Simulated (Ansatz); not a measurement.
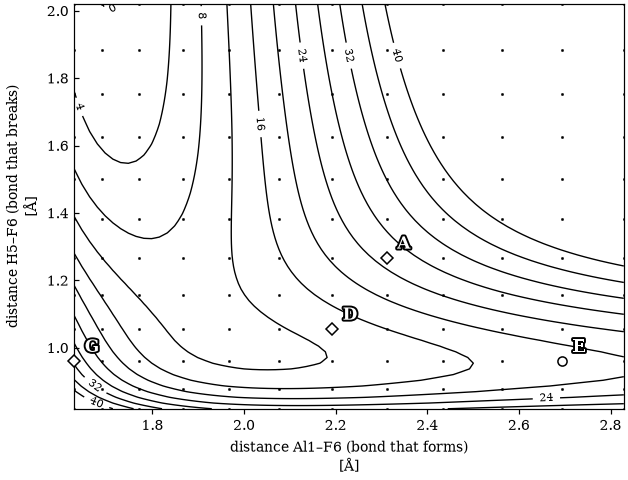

The reacting system AlFH4S (fragments AlH₃S + FH where the first distance is long, AlFH₄S where the second is long). 
- First axis: distance Al1–F6 (bond that forms). Second axis: distance H5–F6 (bond that breaks).
- Relaxed at each point: all other coordinates.
- The scan uses a 12 × 12 grid.
- Points are written as (first, second).
- Energies are in kcal/mol, from the lowest grid point.
- The reference is spin-restricted, so regions where a bond is pulled apart into radicals lie too high.
- All numbers below come from RKS PBE0-D4/def2-SVP (Ansatz 0.2.0).

In the figure: contour lines labelled in kcal/mol (none above 40), dots at the grid points, lettered points. Between grid points the surface is interpolated.

### Is A the lowest point of the computed grid?

No. A lies 25.3 kcal/mol above the lowest grid point, which is at (1.689 Å, 2.019 Å).

### What kind of point is each of A, D: minimum, saddle, maximum or slope?

A: on a slope; D: on a slope. (In these two coordinates alone; a stationary point may lie a little off the grid point.)
